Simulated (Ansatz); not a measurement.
Given this structure, coordinates from a relaxation at fixed volume with DFT r2SCAN, scalar-relativistic, plane waves, PAW in Ansatz, written in its standard cell:

```cif
data_structure
_symmetry_space_group_name_H-M 'P6_3/mmc'
_symmetry_Int_Tables_number 194
_cell_length_a 2.7489
_cell_length_b 2.7489
_cell_length_c 4.4009
_cell_angle_alpha 90.000
_cell_angle_beta 90.000
_cell_angle_gamma 120.000
_cell_volume 28.80
loop_
_atom_site_label
_atom_site_type_symbol
_atom_site_symmetry_multiplicity
_atom_site_Wyckoff_symbol
_atom_site_fract_x
_atom_site_fract_y
_atom_site_fract_z
_atom_site_occupancy
Tc1 Tc 2 d 0.33333 0.66667 0.75000 1
```

### Predict the [211] zone-axis pattern (100 kV, kinematic, B = 0.5 Å²).

The spots form a centred rectangular net with both shortest vectors at d = 2.09 Å, 80.8° apart. They are 0 1 -1 and -1 1 1. The pattern has symmetry 2mm. A glide plane extinguishes reflections such as 1 1 -3, 2 -1 -3.

Strongest reflections with d > 0.80 Å, one of each family (|F|² from tabulated Gaussian fits of the electron scattering factors, times a small damping for the curvature of the Ewald sphere):

| hkl | d (Å) | I (strongest = 100) |
| --- | --- | --- |
| 1 -1 -1 | 2.094 | 100 |
| 1 -2 0 | 1.374 | 51 |
| 1 0 -2 | 1.616 | 19 |
| 2 -3 -1 | 0.882 | 9 |
| 2 -2 -2 | 1.047 | 6 |
| 2 0 -4 | 0.808 | 2 |

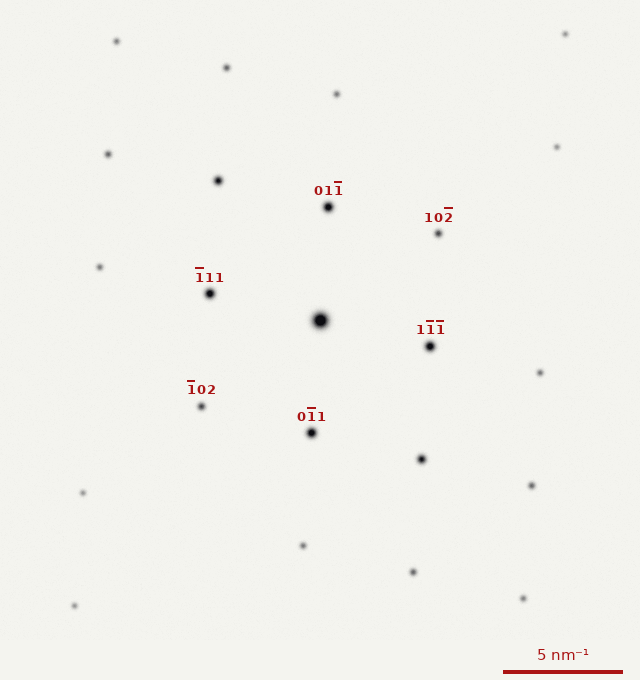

Calculated pattern, seen from the source side with [211] pointing towards the source.
